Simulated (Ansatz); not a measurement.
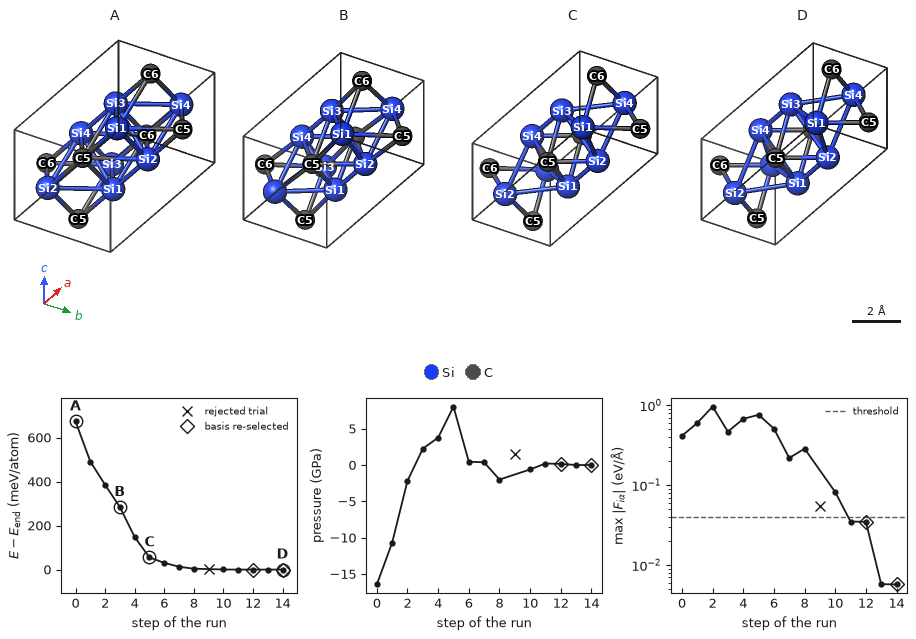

Frames of a relaxation of crystalline Si$_{2}$C (a generated structure, set up in Cmcm) (coarse preliminary run), marked on the history of the run. Style: ball-and-stick. Shown: the conventional cell (2 times the calculation's cell), from a free direction. Lengths and directions refer to the drawn axes.

Level of theory: Ansatz 0.2.0, DFT PBE, scalar-relativistic, plane waves, PAW.

Input file:
```yaml
crystal:
  lattice:
    - [4.0948991, -2.3641911, 0.0]
    - [4.0948991, 2.3641911, 0.0]
    - [0.0, 0.0, 4.46293043]
  atoms:
    - { symbol: Si, position: [0.66666667, 0.0, 0.25] }
    - { symbol: Si, position: [0.0, 0.33333333, 0.25] }
    - { symbol: Si, position: [0.33333333, 0.0, 0.75] }
    - { symbol: Si, position: [0.0, 0.66666667, 0.75] }
    - { symbol: C, position: [0.33333333, 0.66666667, 0.25] }
    - { symbol: C, position: [0.66666667, 0.33333333, 0.75] }
basis:
  ecutwfc: 420
kpoints:
  mp_grid: { grid: [6, 6, 4] }
hamiltonian:
  xc: pbe
scf:
  occupations: { method: gaussian, width: 0.1 }
  lower_state_search: "off"
output:
  forces: true
  stress: true
  eigenvalues: true
relax:
  adjacent_minimum: "off"
  f_tol: 0.04
  max_steps: 70
  cell: { stress_tol: 0.4 }
```

Run as
```bash
ansatz run input.yaml --threads 1 --pin off --max-ram 2560MiB --backend cpu --events-out ev --progress --plain --runs-dir out
```

Q: Describe the path.

A: The largest moves relative to the cell, 0.41 Å, are those of Si1, Si2, Si3 and Si4. Si3 goes along [−1 −3 0]. Largest moves by element: Si 0.41 Å, C 0.30 Å. The drawn cell changes as follows: a 8.190 → 8.785 Å (+7.3 %), b 4.728 → 3.642 Å (−23.0 %), c 4.463 → 4.012 Å (−10.1 %); the volume changes by −25.7 %. Near-neighbour distances that change, for instance: Si1–Si4 3.862 → 2.709 Å, Si1–C5 2.730 → 2.172 Å, Si1–C5 (another image) 2.730 → 3.209 Å, Si1–C6 2.732 → 2.329 Å. Among the angles between lasting bonds that change: Si2–Si1–Si2 120.0° → 83.9°, Si2–Si1–Si2 120.0° → 138.0°, Si4–Si1–Si4 109.5° → 95.5°. The space group (tolerance 0.01 Å) goes from Cmcm (No. 63) to Fmmm (No. 69). After 11 accepted moves (14 points after the start) the energy has fallen by 673 meV per atom. Largest force component: 0.41 eV/Å at the start, 0.0057 eV/Å at the end. Pressure: −16.42 GPa at the start and 0.00 GPa at the end. The line search rejected the trial step at point 9 of the run. At 2 points the geometry stayed and the basis and grid were re-selected for the new cell (energy shift of 0.2 meV per atom at most each time). From step 0 to 3: C atoms move most (0.31 Å), volume −24.9 %, energy −389 meV per atom. From step 3 to 5: Si atoms move most (0.17 Å), volume −5.5 %, energy −229 meV per atom. From step 5 to 14: C atoms move most (0.11 Å), volume +4.6 %, energy −55.2 meV per atom.

```tsv
step	E − E(0), meV/atom	largest force component, eV/Å	pressure, GPa	volume, Å³/atom	note
0	0.00	0.4146	-16.42	14.402	
1	-182.11	0.6013	-10.67	12.693	
2	-288.08	0.9626	-2.16	11.428	
3	-389.23	0.4679	2.26	10.819	
4	-525.70	0.6770	3.78	10.479	
5	-618.03	0.7604	8.04	10.223	
6	-642.96	0.5114	0.47	10.736	
7	-660.34	0.2190	0.38	10.810	
8	-669.21	0.2869	-2.00	10.943	
9	-669.32	0.0542	1.56	10.652	rejected
10	-672.87	0.0821	-0.60	10.762	
11	-673.46	0.0351	0.21	10.686	
12	-673.24	0.0349	0.16	10.686	same geometry, new basis
13	-673.26	0.0058	0.00	10.695	
14	-673.27	0.0057	0.00	10.695	same geometry, new basis
```
